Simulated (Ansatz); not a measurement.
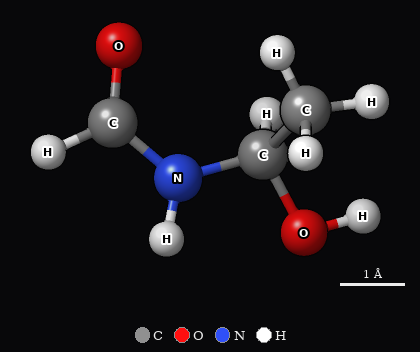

Figure 1. The starting structure (ball-and-stick view, seen at a tilt). Bond lengths as drawn: C–C 1.51 Å, C–H 1.05 to 1.17 Å, C–N 1.36 to 1.40 Å, C–O 1.25 to 1.41 Å, H–N 1.00 Å and H–O 1.01 Å.

**Run report: C₃H₇NO₂, geometry relaxation (part 1 of 2)**

The run: geometry relaxation of C₃H₇NO₂, SMILES CC(O)NC=O. Method and program: RKS PBE0-D4/def2-SVP (Ansatz 0.2.0).

It belongs to a series of runs on one base structure; here: end point B relaxed.

## The program's output
```
The last accepted step is kept in [file] (removed where the run ends without a failure and the disk answers)
Engine: ansatz 0.2.0, aarch64-unknown-linux-gnu
Functional definition: PBE0
  parameter a = 0.25
  parameter kappa = 0.804
  parameter beta = 0.06672455060314922
  exchange = (1 - a)*pbe_x(kappa = kappa, mu = beta*pi^2/3) + a*exact_x
  correlation = pbe_c(beta = beta)
1335 factors; integrals over basis functions are off by at most 3.6e-4 eV
mean field evaluation 1: about -8784.6837 eV, gradient 6.3e1 eV
mean field evaluation 2: about -8777.2689 eV, gradient 8.9e1 eV
mean field evaluation 4: about -8792.5971 eV, gradient 4.5e0 eV
mean field evaluation 8: about -8792.6824 eV, gradient 3.6e-1 eV
mean field evaluation 16: about -8792.6827 eV, gradient 4.2e-5 eV
mean field -8792.68266857 eV, -323.1251281754 hartree, gradient 3.2e-6 eV, S^2 0.000000; 0 other end points of the search recorded, 0 dependent functions left out
the calculation of the forces begins
reference -8792.68269179 eV, -323.1251290288 hartree; 24, 24 occupied and 95, 95 virtual orbitals, 1335 factors
relax step   1: F+E_penalty+E_count = -8792.88488509 eV  Δ(F+E_penalty+E_count) = +0.000e0 eV  max|allowed force component| = 2.989e0 eV/Å  Δτ_max = 0.0000 Å  (30 SCF iters, accepted)
these checks for a lower state are left out or cut short: starts, cluster_reference, orbital_swaps, neighbouring_geometries, increment
1335 factors; integrals over basis functions are off by at most 3.8e-4 eV
mean field -8793.00297824 eV, -323.1368993389 hartree, gradient 1.2e-5 eV, S^2 0.000000; 0 other end points of the search recorded, 0 dependent functions left out
[... from here on the field's lines of each further geometry are left out, up to the last ...]
relax step   2: F+E_penalty+E_count = -8793.20649070 eV  Δ(F+E_penalty+E_count) = -3.216e-1 eV  max|allowed force component| = 1.011e0 eV/Å  Δτ_max = 0.0961 Å  (30 SCF iters, accepted)
relax step   3: F+E_penalty+E_count = -8793.24446744 eV  Δ(F+E_penalty+E_count) = -3.798e-2 eV  max|allowed force component| = 2.471e-1 eV/Å  Δτ_max = 0.0525 Å  (31 SCF iters, accepted)
relax step   4: F+E_penalty+E_count = -8793.24126819 eV  Δ(F+E_penalty+E_count) = +3.199e-3 eV  max|allowed force component| = 4.638e-1 eV/Å  Δτ_max = 0.0398 Å  (31 SCF iters, rejected (line search))
relax step   5: F+E_penalty+E_count = -8793.25060880 eV  Δ(F+E_penalty+E_count) = -6.141e-3 eV  max|allowed force component| = 9.654e-2 eV/Å  Δτ_max = 0.0199 Å  (30 SCF iters, accepted)
relax step   6: F+E_penalty+E_count = -8793.25396219 eV  Δ(F+E_penalty+E_count) = -3.353e-3 eV  max|allowed force component| = 4.349e-2 eV/Å  Δτ_max = 0.0521 Å  (30 SCF iters, accepted)
relax step   7: F+E_penalty+E_count = -8793.25549954 eV  Δ(F+E_penalty+E_count) = -1.537e-3 eV  max|allowed force component| = 1.354e-1 eV/Å  Δτ_max = 0.0618 Å  (29 SCF iters, accepted)
relax step   8: F+E_penalty+E_count = -8793.25604766 eV  Δ(F+E_penalty+E_count) = -5.481e-4 eV  max|allowed force component| = 9.500e-2 eV/Å  Δτ_max = 0.0059 Å  (23 SCF iters, accepted)
relax step   9: F+E_penalty+E_count = -8793.25650207 eV  Δ(F+E_penalty+E_count) = -4.544e-4 eV  max|allowed force component| = 1.243e-1 eV/Å  Δτ_max = 0.0351 Å  (31 SCF iters, accepted)
relax step  10: F+E_penalty+E_count = -8793.25670186 eV  Δ(F+E_penalty+E_count) = -1.998e-4 eV  max|allowed force component| = 9.610e-2 eV/Å  Δτ_max = 0.0189 Å  (31 SCF iters, accepted)
relax step  11: F+E_penalty+E_count = -8793.25607865 eV  Δ(F+E_penalty+E_count) = +6.232e-4 eV  max|allowed force component| = 1.919e-1 eV/Å  Δτ_max = 0.0163 Å  (30 SCF iters, rejected (line search))
relax step  12: F+E_penalty+E_count = -8793.25715154 eV  Δ(F+E_penalty+E_count) = -4.497e-4 eV  max|allowed force component| = 2.512e-2 eV/Å  Δτ_max = 0.0078 Å  (26 SCF iters, accepted)
relax step  13: F+E_penalty+E_count = -8793.25719465 eV  Δ(F+E_penalty+E_count) = -4.311e-5 eV  max|allowed force component| = 2.794e-2 eV/Å  Δτ_max = 0.0144 Å  (31 SCF iters, accepted)
the calculation of the forces begins
reference -8793.05489037 eV, -323.1388070744 hartree; 24, 24 occupied and 95, 95 virtual orbitals, 1335 factors
relax step  14: F+E_penalty+E_count = -8793.25731611 eV  Δ(F+E_penalty+E_count) = -1.215e-4 eV  max|allowed force component| = 1.004e-2 eV/Å  Δτ_max = 0.0115 Å  (31 SCF iters, accepted)
```

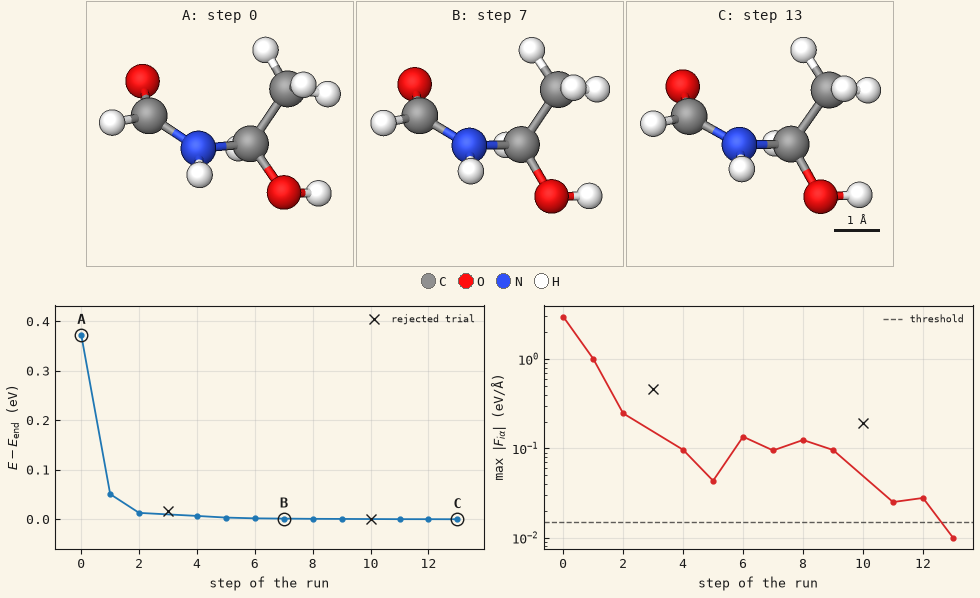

Figure 2. Frames of the relaxation (ball-and-stick view, seen at a tilt) above the curves, on which the letters mark them (the first geometry is step 0 here and step 1 in the log).

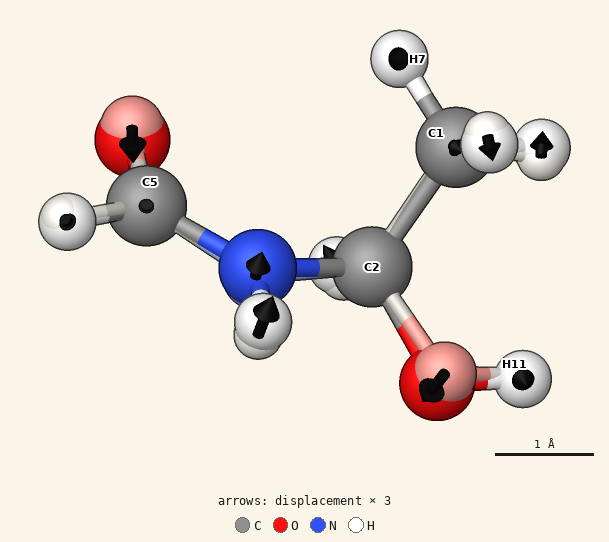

Figure 3. Start (faint) and end (solid) with the displacements as black arrows, magnified 3 times (ball-and-stick view, seen at a tilt). The two geometries are laid on each other by the best rigid fit. Over 13 geometry steps the energy falls by 0.372 eV. The largest force component goes from 3 to 0.01 eV/Å. The line search rejected the trial steps at points 3, 10 (counted from 0) and went back. The atom that moves furthest after the best rigid fit is O3 (0.20 Å). By element the largest moves are O 0.20 Å, H 0.18 Å, N 0.11 Å, C 0.06 Å. Distances before and after: C1–H9 1.172 → 1.101 Å, C1–H7 1.049 → 1.099 Å, O3–H11 1.005 → 0.962 Å, C2–N4 1.402 → 1.443 Å. Among the angles that change: C1–C2–N4 118.0° → 112.2°, C1–C2–O3 107.9° → 112.5°, C2–O3–H11 103.9° → 108.1°. (Atoms are counted from 1 in the order of the input.)

```
1335 factors; integrals over basis functions are off by at most 3.9e-4 eV
mean field -8793.05486649 eV, -323.1388061969 hartree, gradient 2.3e-5 eV, S^2 0.000000; 1 other end points of the search recorded, 0 dependent functions left out
the calculation of the forces begins
reference -8793.05489037 eV, -323.1388070744 hartree; 24, 24 occupied and 95, 95 virtual orbitals, 1335 factors
Total energy: -8793.25733999 eV, -323.1462469606 hartree
Atom 0 at    -0.397843    -0.848749     1.074719 Å, force     0.003916     0.003582    -0.003027 eV/Å
Atom 1 at     0.481837    -0.365164    -0.065367 Å, force     0.008103    -0.000678     0.007928 eV/Å
Atom 2 at    -0.179989     0.538005    -0.908668 Å, force    -0.003029     0.000390     0.000070 eV/Å
Atom 3 at     1.640995     0.353548     0.406529 Å, force    -0.000409     0.007114    -0.003058 eV/Å
Atom 4 at     2.781787    -0.267953     0.779505 Å, force    -0.000303     0.002576    -0.010042 eV/Å
Atom 5 at     2.935321    -1.468974     0.804385 Å, force    -0.001251    -0.002249     0.002793 eV/Å
Atom 6 at     0.175948    -1.524837     1.724199 Å, force     0.000987    -0.000277     0.004280 eV/Å
Atom 7 at    -1.266092    -1.408105     0.689698 Å, force    -0.001901     0.000172    -0.001352 eV/Å
Atom 8 at    -0.758191     0.005888     1.667190 Å, force    -0.002917     0.000264     0.002502 eV/Å
Atom 9 at     0.861624    -1.244750    -0.620353 Å, force     0.001415    -0.004395    -0.002896 eV/Å
Atom 10 at    -1.051522     0.180791    -1.104535 Å, force    -0.000681     0.001118    -0.004468 eV/Å
Atom 11 at     1.577828     1.364725     0.410172 Å, force    -0.001296    -0.006220     0.005985 eV/Å
Atom 12 at     3.583466     0.453945     1.069794 Å, force    -0.002634    -0.001397     0.001285 eV/Å
Dipole moment:    -0.529676     0.414273    -0.004377 e Å
```

## Trajectory as extended XYZ (Å, eV, eV/Å), 14 frames, from step=1 to step=14
```
13
Properties=species:S:1:pos:R:3:forces:R:3 step=1 energy=-8792.88488
C    -0.3634   -0.8990    1.0714   -1.0115   2.9891   0.6785
C     0.4965   -0.3527   -0.0482   -1.2134  -0.3781  -0.8429
O    -0.2594    0.6139   -0.7441   -1.5053  -1.3069  -1.1307
N     1.6655    0.3404    0.2974    1.8359   0.1759   1.2414
C     2.7788   -0.2414    0.8156    0.7026  -2.2491   0.2646
O     2.9371   -1.4699    0.9501   -0.5703   2.6059  -0.2730
H     0.1322   -1.5981    1.6759    0.9346  -1.4111   1.0290
H    -1.2602   -1.3281    0.6363   -0.3669  -0.4559  -0.1792
H    -0.7423   -0.0239    1.7529    0.7759  -1.3497  -1.1333
H     0.7925   -1.1903   -0.7161   -0.0448  -0.0318   0.0792
H    -1.0306    0.0917   -1.1226    1.3599   1.3119   0.6217
H     1.6310    1.3429    0.2379   -0.1228   0.4115  -0.0006
H     3.6075    0.4827    1.1207   -0.7739  -0.3117  -0.3547
13
Properties=species:S:1:pos:R:3:forces:R:3 step=2 energy=-8793.20649
C    -0.3351   -0.8911    1.0844   -0.5440   1.0106   0.2080
C     0.4714   -0.3403   -0.0781   -0.4439  -0.2485  -0.3732
O    -0.2614    0.6203   -0.8123   -0.3099  -0.6950  -0.0790
N     1.6531    0.3505    0.3167    0.6734   0.4114   0.4005
C     2.7435   -0.2580    0.8318    0.1723  -0.7429   0.1374
O     2.8519   -1.4618    0.9922   -0.1083   0.5808  -0.1149
H     0.2275   -1.5987    1.6885    0.2884  -0.2939   0.0745
H    -1.2386   -1.3784    0.6913   -0.0461  -0.1633   0.0511
H    -0.6681   -0.0438    1.7363    0.1957  -0.4352  -0.3256
H     0.7785   -1.1929   -0.7205    0.0100   0.0677   0.0035
H    -1.0335    0.1515   -1.1757    0.3949   0.4154   0.1737
H     1.6281    1.3604    0.2653   -0.0671   0.0816  -0.0454
H     3.5679    0.4507    1.1073   -0.2155   0.0113  -0.1105
13
Properties=species:S:1:pos:R:3:forces:R:3 step=3 energy=-8793.24447
C    -0.3454   -0.8727    1.0862    0.0472  -0.2428  -0.1081
C     0.4635   -0.3429   -0.0863   -0.2065   0.0738  -0.0431
O    -0.2544    0.6082   -0.8334    0.2471  -0.0627   0.0735
N     1.6505    0.3571    0.3388    0.0222   0.1678   0.1085
C     2.7336   -0.2689    0.8448    0.0765  -0.0042  -0.2364
O     2.8370   -1.4670    0.9776   -0.0270  -0.1733   0.0807
H     0.2701   -1.5718    1.6738   -0.0620   0.0294  -0.0394
H    -1.2399   -1.4133    0.7271    0.0989   0.0322   0.0394
H    -0.6690   -0.0438    1.7245   -0.0375   0.1417   0.0911
H     0.7845   -1.1950   -0.7193    0.0331   0.0132   0.0410
H    -1.0296    0.1704   -1.1901   -0.1522  -0.0211  -0.0567
H     1.6272    1.3692    0.2853   -0.0446  -0.0338  -0.0286
H     3.5571    0.4388    1.0982    0.0047   0.0797   0.0781
13
Properties=species:S:1:pos:R:3:forces:R:3 step=4 energy=-8793.24127 accepted=F
C    -0.3443   -0.8714    1.0878    0.0942  -0.1873  -0.0689
C     0.4596   -0.3425   -0.0879   -0.0090   0.0720  -0.0392
O    -0.2497    0.6049   -0.8419    0.1284  -0.0137   0.0341
N     1.6511    0.3596    0.3354    0.0093   0.0003  -0.0562
C     2.7421   -0.2744    0.8167   -0.1873   0.1238   0.4638
O     2.8308   -1.4715    0.9744    0.0735  -0.1004  -0.1795
H     0.2772   -1.5697    1.6708   -0.0552   0.0602  -0.0275
H    -1.2349   -1.4204    0.7374    0.0364   0.0364   0.0028
H    -0.6656   -0.0405    1.7266   -0.0407   0.0969   0.0802
H     0.7865   -1.1962   -0.7144    0.0128  -0.0139   0.0204
H    -1.0371    0.1790   -1.1884   -0.1067  -0.0231  -0.0238
H     1.6285    1.3711    0.2762   -0.0187  -0.0278  -0.0264
H     3.5409    0.4405    1.1346    0.0631  -0.0231  -0.1796
13
Properties=species:S:1:pos:R:3:forces:R:3 step=5 energy=-8793.25061
C    -0.3483   -0.8719    1.0849   -0.0056  -0.0965  -0.0724
C     0.4638   -0.3453   -0.0857   -0.0740   0.0501   0.0087
O    -0.2416    0.6000   -0.8462    0.0801  -0.0384   0.0094
N     1.6477    0.3585    0.3491    0.0114   0.0450   0.0397
C     2.7387   -0.2706    0.8356    0.0185  -0.0002  -0.0884
O     2.8429   -1.4703    0.9640   -0.0130  -0.0584   0.0164
H     0.2655   -1.5684    1.6752   -0.0328   0.0231  -0.0082
H    -1.2385   -1.4153    0.7262    0.0340  -0.0007   0.0130
H    -0.6774   -0.0376    1.7184   -0.0053   0.0554   0.0540
H     0.7942   -1.2010   -0.7072    0.0388  -0.0071   0.0134
H    -1.0398    0.1796   -1.1783   -0.0381   0.0031   0.0045
H     1.6208    1.3695    0.2907   -0.0183  -0.0010  -0.0173
H     3.5571    0.4410    1.1006    0.0043   0.0256   0.0273
13
Properties=species:S:1:pos:R:3:forces:R:3 step=6 energy=-8793.25396
C    -0.3634   -0.8675    1.0836    0.0140  -0.0131  -0.0318
C     0.4679   -0.3492   -0.0774   -0.0012   0.0280  -0.0091
O    -0.2243    0.5857   -0.8597    0.0435   0.0072  -0.0232
N     1.6455    0.3609    0.3664   -0.0187   0.0060   0.0400
C     2.7496   -0.2717    0.8169    0.0429  -0.0163  -0.0194
O     2.8631   -1.4740    0.9161   -0.0148   0.0026   0.0012
H     0.2431   -1.5497    1.6968   -0.0193   0.0069  -0.0094
H    -1.2400   -1.4254    0.7149    0.0163   0.0046   0.0124
H    -0.7106   -0.0262    1.7011   -0.0041   0.0066   0.0201
H     0.8189   -1.2105   -0.6801   -0.0042  -0.0008   0.0065
H    -1.0438    0.1834   -1.1611   -0.0273  -0.0232   0.0154
H     1.6135    1.3724    0.3186   -0.0231  -0.0087  -0.0057
H     3.5657    0.4403    1.0911   -0.0040   0.0003   0.0030
```
